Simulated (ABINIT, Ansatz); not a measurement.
# Li3Si (Pm-3m): zone-centre phonons, part 3 of 4

Wanted: the vibrations of Li3Si (Pm-3m) at Γ, by two programs.

ABINIT 10.8.3; DFT PBEsol, scalar-relativistic, plane waves, PseudoDojo norm-conserving pseudopotentials.

So far. Step 3 (Ground state): The cell stands at -0.33 GPa: the relaxation ran with a smoothed and higher cutoff, and the difference is a stress of the finite basis. Step 4 (Linear response at Γ): The acoustic modes at Γ come out as far as 3.5 cm⁻¹ from zero, where they should vanish, a small numerical error. The relaxed cell has a = 3.923 Å (conventional setting).

The structure was built from a prototype and need not be the compound's stable phase.

## Step 5: Modes with the sum rule

anaddb reads the merged derivatives and imposes the acoustic sum rule.

Contents of anaddb.abi:

```
ddb_filepath "gamma_DDB"
output_file "anaddb.abo"
outdata_prefix "anaddb"
asr 1
chneut 1
enunit 2
eivec 1
nph1l 1
qph1l 0.0 0.0 0.0 1.0
```

Contents of mrgddb.in:

```
gamma_DDB
merged
2
dfpt_gammao_DDB
gso_DDB
```

Launch:

```
mrgddb < mrgddb.in > mrgddb.log
OMP_NUM_THREADS=1 anaddb anaddb.abi > anaddb.log
```

anaddb.abo, the main output file:

```text
-outvars_anaddb: echo values of input variables ----------------------

 Miscellaneous information :
      enunit         2
       eivec         1
         asr         1
 First list of wavevector (reduced coord.) :
       nph1l         1
       qph1l
                     0.00000000E+00  0.00000000E+00  0.00000000E+00    1.000E+00

================================================================================

 read the DDB information and perform some checks

  ==== Info on the Cryst% object ====
 Real(R)+Recip(G) space primitive vectors, cartesian coordinates (Bohr,Bohr^-1):
 R(1)=  7.4139557  0.0000000  0.0000000  G(1)=  0.1348808  0.0000000  0.0000000
 R(2)=  0.0000000  7.4139557  0.0000000  G(2)=  0.0000000  0.1348808  0.0000000
 R(3)=  0.0000000  0.0000000  7.4139557  G(3)=  0.0000000  0.0000000  0.1348808
 Unit cell volume ucvol=  4.0752096E+02 bohr^3
 Angles (23,13,12)=  9.00000000E+01  9.00000000E+01  9.00000000E+01 degrees
 Time-reversal symmetry is present
 Reduced atomic positions [iatom, xred, symbol]:
    1)    0.0000000  0.0000000  0.0000000  Si
    2)    0.0000000  0.5000000  0.5000000  Li
    3)    0.5000000  0.0000000  0.5000000  Li
    4)    0.5000000  0.5000000  0.0000000  Li

 DDB file with 3 blocks has been read.

================================================================================

 Treat the first list of vectors

  Phonon wavevector (reduced coordinates) :  0.00000  0.00000  0.00000
 Phonon energies in Hartree :
   0.000000E+00  0.000000E+00  0.000000E+00  1.180184E-03  1.180184E-03
   1.180184E-03  1.466679E-03  1.466679E-03  1.466679E-03  1.981767E-03
   1.981767E-03  1.981767E-03
 Phonon energies in meV     :
-  0.000000E+00  0.000000E+00  0.000000E+00  3.211443E+01  3.211443E+01
-  3.211443E+01  3.991038E+01  3.991038E+01  3.991038E+01  5.392662E+01
-  5.392662E+01  5.392662E+01
 Phonon frequencies in cm-1    :
-  0.000000E+00  0.000000E+00  0.000000E+00  2.590204E+02  2.590204E+02
-  2.590204E+02  3.218989E+02  3.218989E+02  3.218989E+02  4.349475E+02
-  4.349475E+02  4.349475E+02
 Phonon frequencies in Thz     :
-  0.000000E+00  0.000000E+00  0.000000E+00  7.765236E+00  7.765236E+00
-  7.765236E+00  9.650286E+00  9.650286E+00  9.650286E+00  1.303940E+01
-  1.303940E+01  1.303940E+01
 Phonon energies in Kelvin  :
-  0.000000E+00  0.000000E+00  0.000000E+00  3.726725E+02  3.726725E+02
-  3.726725E+02  4.631407E+02  4.631407E+02  4.631407E+02  6.257924E+02
-  6.257924E+02  6.257924E+02

 Eigendisplacements
 (will be given, for each mode : in cartesian coordinates
   for each atom the real part of the displacement vector,
   then the imaginary part of the displacement vector - absolute values smaller than 1.0d-7 are set to zero)
  Mode number    1   Energy    0.000000E+00
 Attention : low frequency mode.
   (Could be unstable or acoustic mode)
-  1  0.00000000E+00  0.00000000E+00  3.34909740E-03
-     0.00000000E+00  0.00000000E+00  0.00000000E+00
-  2  0.00000000E+00  0.00000000E+00  3.34909739E-03
-     0.00000000E+00  0.00000000E+00  0.00000000E+00
-  3  0.00000000E+00  0.00000000E+00  3.34909739E-03
-     0.00000000E+00  0.00000000E+00  0.00000000E+00
-  4  0.00000000E+00  0.00000000E+00  3.34909738E-03
-     0.00000000E+00  0.00000000E+00  0.00000000E+00
  Mode number    2   Energy    0.000000E+00
 Attention : low frequency mode.
   (Could be unstable or acoustic mode)
-  1  0.00000000E+00 -3.34909740E-03  0.00000000E+00
-     0.00000000E+00  0.00000000E+00  0.00000000E+00
-  2  0.00000000E+00 -3.34909739E-03  0.00000000E+00
-     0.00000000E+00  0.00000000E+00  0.00000000E+00
-  3  0.00000000E+00 -3.34909738E-03  0.00000000E+00
-     0.00000000E+00  0.00000000E+00  0.00000000E+00
-  4  0.00000000E+00 -3.34909739E-03  0.00000000E+00
-     0.00000000E+00  0.00000000E+00  0.00000000E+00
  Mode number    3   Energy    0.000000E+00
 Attention : low frequency mode.
   (Could be unstable or acoustic mode)
-  1  3.34909740E-03  0.00000000E+00  0.00000000E+00
-     0.00000000E+00  0.00000000E+00  0.00000000E+00
-  2  3.34909738E-03  0.00000000E+00  0.00000000E+00
-     0.00000000E+00  0.00000000E+00  0.00000000E+00
-  3  3.34909739E-03  0.00000000E+00  0.00000000E+00
-     0.00000000E+00  0.00000000E+00  0.00000000E+00
-  4  3.34909739E-03  0.00000000E+00  0.00000000E+00
-     0.00000000E+00  0.00000000E+00  0.00000000E+00
  Mode number    4   Energy    1.180184E-03
-  1  0.00000000E+00  0.00000000E+00 -2.85022832E-03
-     0.00000000E+00  0.00000000E+00  0.00000000E+00
-  2  0.00000000E+00  0.00000000E+00  3.29249053E-03
-     0.00000000E+00  0.00000000E+00  0.00000000E+00
-  3  0.00000000E+00  0.00000000E+00  3.29249053E-03
-     0.00000000E+00  0.00000000E+00  0.00000000E+00
-  4  0.00000000E+00  0.00000000E+00  4.94795192E-03
-     0.00000000E+00  0.00000000E+00  0.00000000E+00
  Mode number    5   Energy    1.180184E-03
-  1  1.74246290E-07  2.85022832E-03  0.00000000E+00
-     0.00000000E+00  0.00000000E+00  0.00000000E+00
-  2 -3.02488843E-07 -3.29249052E-03  0.00000000E+00
-     0.00000000E+00  0.00000000E+00  0.00000000E+00
-  3 -2.01283615E-07 -4.94795191E-03  0.00000000E+00
-     0.00000000E+00  0.00000000E+00  0.00000000E+00
-  4 -2.01283615E-07 -3.29249052E-03  0.00000000E+00
-     0.00000000E+00  0.00000000E+00  0.00000000E+00
  Mode number    6   Energy    1.180184E-03
-  1  2.85022832E-03 -1.74246283E-07  0.00000000E+00
-     0.00000000E+00  0.00000000E+00  0.00000000E+00
-  2 -4.94795191E-03  2.01283607E-07  0.00000000E+00
-     0.00000000E+00  0.00000000E+00  0.00000000E+00
-  3 -3.29249052E-03  3.02488830E-07  0.00000000E+00
-     0.00000000E+00  0.00000000E+00  0.00000000E+00
-  4 -3.29249052E-03  2.01283607E-07  0.00000000E+00
-     0.00000000E+00  0.00000000E+00  0.00000000E+00
  Mode number    7   Energy    1.466679E-03
-  1  0.00000000E+00  0.00000000E+00  0.00000000E+00
-     0.00000000E+00  0.00000000E+00  0.00000000E+00
-  2  0.00000000E+00  5.64987728E-07 -6.28628298E-03
-     0.00000000E+00  0.00000000E+00  0.00000000E+00
-  3  0.00000000E+00  0.00000000E+00  6.28628298E-03
-     0.00000000E+00  0.00000000E+00  0.00000000E+00
-  4  0.00000000E+00 -5.64987728E-07  0.00000000E+00
-     0.00000000E+00  0.00000000E+00  0.00000000E+00
  Mode number    8   Energy    1.466679E-03
-  1  0.00000000E+00  0.00000000E+00  0.00000000E+00
-     0.00000000E+00  0.00000000E+00  0.00000000E+00
-  2  0.00000000E+00  6.28628298E-03  5.64987542E-07
-     0.00000000E+00  0.00000000E+00  0.00000000E+00
-  3  0.00000000E+00  0.00000000E+00 -5.64987542E-07
-     0.00000000E+00  0.00000000E+00  0.00000000E+00
-  4  0.00000000E+00 -6.28628298E-03  0.00000000E+00
-     0.00000000E+00  0.00000000E+00  0.00000000E+00
  Mode number    9   Energy    1.466679E-03
-  1  0.00000000E+00  0.00000000E+00  0.00000000E+00
-     0.00000000E+00  0.00000000E+00  0.00000000E+00
-  2  0.00000000E+00  0.00000000E+00  0.00000000E+00
-     0.00000000E+00  0.00000000E+00  0.00000000E+00
-  3 -6.28628301E-03  0.00000000E+00  0.00000000E+00
-     0.00000000E+00  0.00000000E+00  0.00000000E+00
-  4  6.28628301E-03  0.00000000E+00  0.00000000E+00
-     0.00000000E+00  0.00000000E+00  0.00000000E+00
  Mode number   10   Energy    1.981767E-03
-  1  0.00000000E+00  0.00000000E+00  4.38452801E-04
-     0.00000000E+00  0.00000000E+00  0.00000000E+00
-  2  0.00000000E+00  0.00000000E+00 -4.17856516E-03
-     0.00000000E+00  0.00000000E+00  0.00000000E+00
-  3  0.00000000E+00  0.00000000E+00 -4.17856516E-03
-     0.00000000E+00  0.00000000E+00  0.00000000E+00
-  4  0.00000000E+00  0.00000000E+00  6.58301045E-03
-     0.00000000E+00  0.00000000E+00  0.00000000E+00
  Mode number   11   Energy    1.981767E-03
-  1  0.00000000E+00  4.38452801E-04  0.00000000E+00
-     0.00000000E+00  0.00000000E+00  0.00000000E+00
-  2  1.16046495E-07 -4.17856516E-03  0.00000000E+00
-     0.00000000E+00  0.00000000E+00  0.00000000E+00
-  3  0.00000000E+00  6.58301045E-03  0.00000000E+00
-     0.00000000E+00  0.00000000E+00  0.00000000E+00
-  4  0.00000000E+00 -4.17856516E-03  0.00000000E+00
-     0.00000000E+00  0.00000000E+00  0.00000000E+00
  Mode number   12   Energy    1.981767E-03
-  1  4.38452801E-04  0.00000000E+00  0.00000000E+00
-     0.00000000E+00  0.00000000E+00  0.00000000E+00
-  2  6.58301045E-03  0.00000000E+00  0.00000000E+00
-     0.00000000E+00  0.00000000E+00  0.00000000E+00
-  3 -4.17856516E-03 -1.16046495E-07  0.00000000E+00
-     0.00000000E+00  0.00000000E+00  0.00000000E+00
-  4 -4.17856516E-03  0.00000000E+00  0.00000000E+00
-     0.00000000E+00  0.00000000E+00  0.00000000E+00

 Analysis of degeneracies and characters (maximum tolerance=1.00E-06 a.u.)
 For each vibration mode, or group of modes if degenerate,
 the characters are given for each symmetry operation (see the list in the log file).
 Symmetry characters of vibration mode #   1
       degenerate with vibration modes #   2 to    3
  3.0 -3.0 -1.0  1.0 -1.0  1.0 -1.0  1.0  1.0 -1.0 -1.0  1.0  1.0 -1.0 -1.0  1.0
 -0.0  0.0 -0.0  0.0  0.0 -0.0  0.0 -0.0  1.0 -1.0 -1.0  1.0 -1.0  1.0  1.0 -1.0
 -0.0  0.0  0.0 -0.0  0.0 -0.0 -0.0  0.0  1.0 -1.0  1.0 -1.0 -1.0  1.0 -1.0  1.0
 Symmetry characters of vibration mode #   4
       degenerate with vibration modes #   5 to    6
  3.0 -3.0 -1.0  1.0 -1.0  1.0 -1.0  1.0  1.0 -1.0 -1.0  1.0  1.0 -1.0 -1.0  1.0
 -0.0  0.0 -0.0  0.0  0.0 -0.0  0.0 -0.0  1.0 -1.0 -1.0  1.0 -1.0  1.0  1.0 -1.0
 -0.0  0.0  0.0 -0.0  0.0 -0.0 -0.0  0.0  1.0 -1.0  1.0 -1.0 -1.0  1.0 -1.0  1.0
 Symmetry characters of vibration mode #   7
       degenerate with vibration modes #   8 to    9
  3.0 -3.0 -1.0  1.0 -1.0  1.0 -1.0  1.0 -1.0  1.0  1.0 -1.0 -1.0  1.0  1.0 -1.0
 -0.0  0.0  0.0 -0.0 -0.0  0.0  0.0 -0.0 -1.0  1.0  1.0 -1.0  1.0 -1.0 -1.0  1.0
 -0.0  0.0 -0.0  0.0  0.0 -0.0  0.0 -0.0 -1.0  1.0 -1.0  1.0  1.0 -1.0  1.0 -1.0
 Symmetry characters of vibration mode #  10
       degenerate with vibration modes #  11 to   12
  3.0 -3.0 -1.0  1.0 -1.0  1.0 -1.0  1.0  1.0 -1.0 -1.0  1.0  1.0 -1.0 -1.0  1.0
 -0.0  0.0  0.0 -0.0 -0.0  0.0  0.0 -0.0  1.0 -1.0 -1.0  1.0 -1.0  1.0  1.0 -1.0
 -0.0  0.0 -0.0  0.0  0.0 -0.0  0.0 -0.0  1.0 -1.0  1.0 -1.0 -1.0  1.0 -1.0  1.0
-
```

It took 0.72 s on 1 thread of Intel Xeon at 2.70GHz, shared host.

No LO-TO term; unit eigenvectors of the mass-weighted matrix, from anaddb's displacements. The modes at Γ (shares of kinetic energy by element, %):

```
mode  frequency (cm⁻¹)  symmetry  Si %  Li %
   1               0.0  acoustic    57    43
   2               0.0  acoustic    57    43
   3               0.0  acoustic    57    43
   4             259.0       T1u    42    58
   5             259.0       T1u    42    58
   6             259.0       T1u    42    58
   7             321.9       T2u     0   100
   8             321.9       T2u     0   100
   9             321.9       T2u     0   100
  10             434.9       T1u     1    99
  11             434.9       T1u     1    99
  12             434.9       T1u     1    99
```

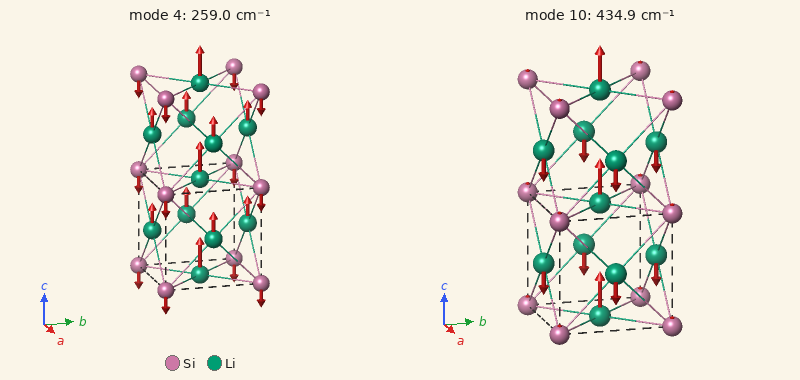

Displacement patterns of modes 4 and 10 at Γ; arrows are exaggerated. 1×1×2 cells are drawn. Some periodic images of atoms are drawn too.

The rule moves no optical mode by more than 0.1 cm⁻¹.

[end of part 3 of 4]

[Host names and launcher messages were left out of these logs when they were recorded.]

[Logs are printed without paths, hosts, clocks, repeated set-up lines and the standing remarks that a program may print on its own settings, such as how far it seeks lower states.]

[Hosts, paths, dates, database ids (printed as entryN), source tags and the programs' standing remarks are cut or masked in the printed files.]
